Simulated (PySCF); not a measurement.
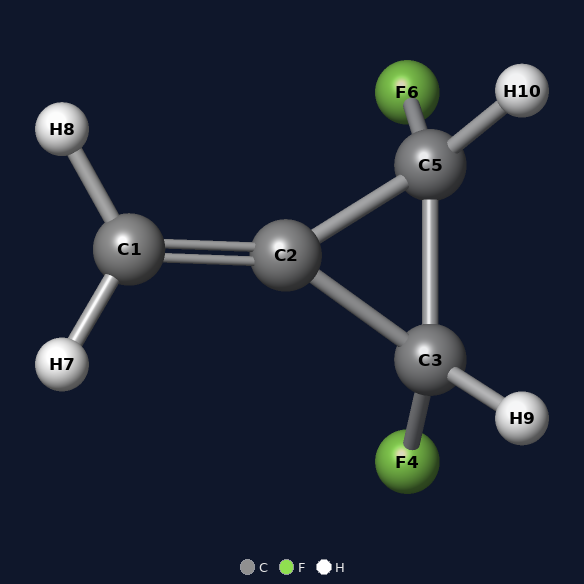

The computed structure is the end point of a GFN2-xTB optimisation. No frequency run is at hand to confirm it as a minimum. Method: B3LYP/pcJ-1 indirect spin-spin coupling, non-relativistic, gas phase (PySCF 2.14.0). Isotopes: 13C, 19F, 1H.

Give the spin–spin coupling constants of these pairs, with the number of bonds between them: C3/F4, C5/F6, C2/F6, C2/F4, C3/F6, F4/H9, F6/H10, C1/F4, C1/F6, F4/H10, F6/H9.

| pair | bonds apart | J (Hz) |
| --- | --- | --- |
| C3, F4 | 1 | −302.9 |
| C5, F6 | 1 | −302.9 |
| C2, F6 | 2 | −1.3 |
| C2, F4 | 2 | −1.3 |
| C3, F6 | 2 | 12.3 |
| F4, H9 | 2 | 69.8 |
| F6, H10 | 2 | 69.8 |
| C1, F4 | 3 | 3.3 |
| C1, F6 | 3 | 3.3 |
| F4, H10 | 3 | −7.9 |
| F6, H9 | 3 | −7.9 |

Density functionals are unreliable for couplings to fluorine, so those rows may be far off.
